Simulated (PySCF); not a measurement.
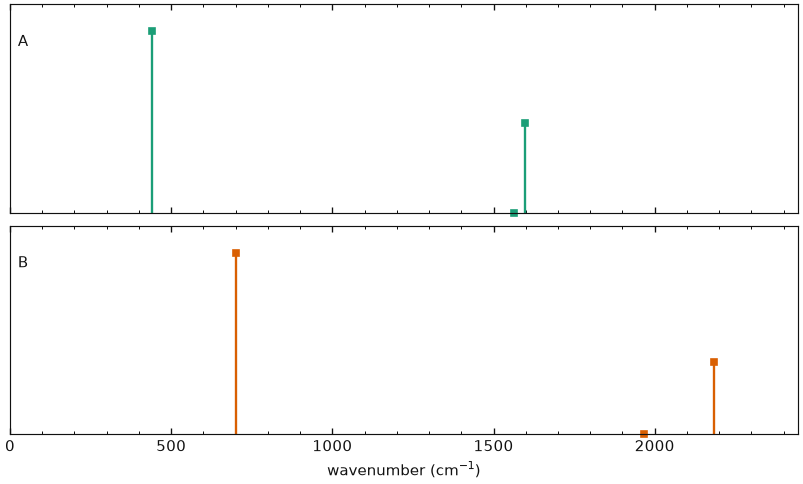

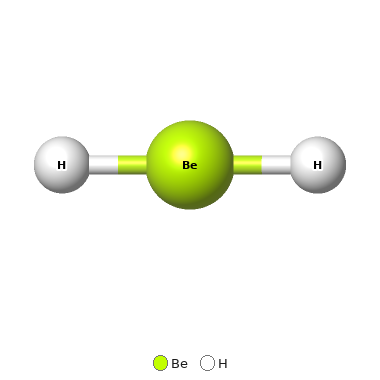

Harmonic infrared lines of BeH₂ and MgH₂, all D∞h singlets, each the lowest point that its search found (BeH₂ is drawn); the central atom changes down one group of the periodic table. PBE/def2-TZVP, PySCF, unscaled, no spin-orbit coupling; each panel is scaled to its strongest line, degenerate modes are one line with their intensities summed, and dots on the axis are modes too weak to show or inactive.

**Which panel belongs to which molecule?**

A: MgH₂ (strongest line 441.1 cm⁻¹); B: BeH₂ (strongest line 702.4 cm⁻¹).

**How do the bond length and the stretches change along the series?**

Mean bond length: BeH₂ 1.344, MgH₂ 1.715 Å, rising down the group. Highest σu+ mode: BeH₂ 2183, MgH₂ 1596 cm⁻¹, falling down the group.

**Give the modes by symmetry (cm⁻¹).**

```
symmetry    BeH₂    MgH₂
      πu   702.4   441.1
     σg+  1966.7  1563.1
     σu+  2183.2  1596.4
```
